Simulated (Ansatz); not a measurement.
Pulling on the Si1–S2 bond in SiS (multiplicity 1 held). Energies count from the point at 1.938 Å.


Restricted levels (R-, RO-) in cc, def2 and unpolarised 6-31G sets keep to the state of the molecule at rest. Unrestricted levels (U-) break spin symmetry where that is lower. Full CI gives the lowest state of the spin. Levels need not reach the same state.

Cores are frozen in the correlated methods.

Codes used: Ansatz (a quantum-chemistry and plane-wave program) with Gaussian orbitals. 

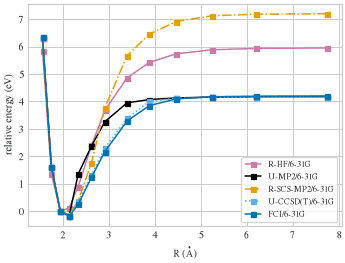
Figure: Relative energy along the coordinate

Q: Order the other curves in the same basis by their non-parallelity to FCI/6-31G (largest less smallest deviation, whatever its cause), smallest first.

A: U-CCSD(T)/6-31G (0.19 eV), U-MP2/6-31G (1.16 eV), R-HF/6-31G (2.25 eV), R-SCS-MP2/6-31G (3.05 eV)

Q: Read off the U-MP2/6-31G curve at R = 3.392.

A: about 4.0 eV

Doubts at one or more of the structures used: a restricted determinant that unrestricted orbitals would lower (R-HF/6-31G, R-SCS-MP2/6-31G); a spin-contaminated determinant (U-MP2/6-31G, U-CCSD(T)/6-31G); T1 above 0.05 (U-CCSD(T)/6-31G); the program's own flag: large difference (U-CCSD(T)/6-31G).
